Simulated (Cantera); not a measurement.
Input: 1 mol Al2O3, 1.3 mol O2, at 2598.15 K.

Cantera equilibrium calculation (NASA polynomials, part measured and part estimated; ideal gas, pure solids and liquids). Candidate condensed phases: Al, Al2O3; 9 gas species. Kinetics and transport are ignored.

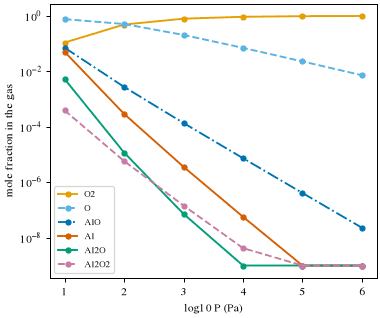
Fig. 1. Equilibrium gas composition (values under 1e-9 drawn at 1e-9)

From 0.0750 Torr to 7500 Torr the condensed part is Al2O3(l). The main Al-bearing gas is AlO at 0.0750 Torr and AlO2 at 7500 Torr.
